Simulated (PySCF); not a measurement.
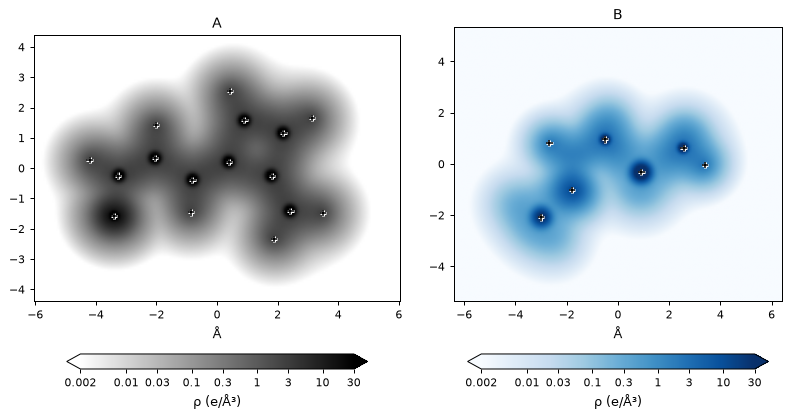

The electron density of 2 systems, each on a plane through atoms (crosses mark nuclei in the plane).

The calculation used CAM-B3LYP/def2-SVPD, SCF density, gas phase in PySCF.

System 1: C$_{8}$H$_{7}$F (SMILES C=C1C=C/C1=C\C=C/F), the molecular plane. Geometry: GFN2-xTB.

```xyz
16

C    -2.6781   -0.5049   -0.4697
C    -1.8013    0.2582    0.1580
C    -1.8366    1.4787    0.9849
C    -0.4930    1.4804    1.1495
C    -0.3193    0.2658    0.3444
C     0.6915   -0.5093   -0.0583
C     2.0683   -0.2603    0.2796
C     3.0877   -1.0217   -0.1117
F     2.9159   -2.1153   -0.8751
H    -3.7328   -0.2865   -0.4500
H    -2.3721   -1.3752   -1.0247
H    -2.6382    2.1112    1.3164
H     0.1955    2.1206    1.6681
H     0.4859   -1.3750   -0.6724
H     2.2912    0.6000    0.8914
H     4.1278   -0.8576    0.1255
```

System 2: C$_{3}$H$_{12}$OSi$_{2}$, the plane of atoms C1, Si2 and C3. Geometry: GFN2-xTB.

```xyz
18

C    -3.1484   -0.2216   -0.0877
Si   -1.2702   -0.2805   -0.3823
C    -0.4127    0.4006    1.1819
C     1.0193    0.7502    0.8243
O     1.5153   -0.2378   -0.0361
Si    3.0334   -0.4735   -0.5459
H    -3.4376   -0.8051    0.7813
H    -3.6803   -0.6244   -0.9429
H    -3.5025    0.7933    0.0673
H    -0.9448    0.5729   -1.5326
H    -0.8669   -1.6668   -0.6311
H    -0.4139   -0.3610    1.9617
H    -0.9115    1.2792    1.5884
H     1.0524    1.7168    0.3056
H     1.6605    0.8267    1.7120
H     2.8256   -1.6620   -1.3548
H     3.5336    0.6787   -1.3048
H     3.9402   -0.6795    0.5898
```

Match each panel to its system.

Answer. Panel A is system 1, C$_{8}$H$_{7}$F: the plane holds C, F and H. C–C (1.32 Å): ρ is about 2.3 e/Å³ halfway. Panel B is system 2, C$_{3}$H$_{12}$OSi$_{2}$: the plane holds C, Si, O and H. Si–O (1.62 Å): ρ is about 1.2 e/Å³ halfway.
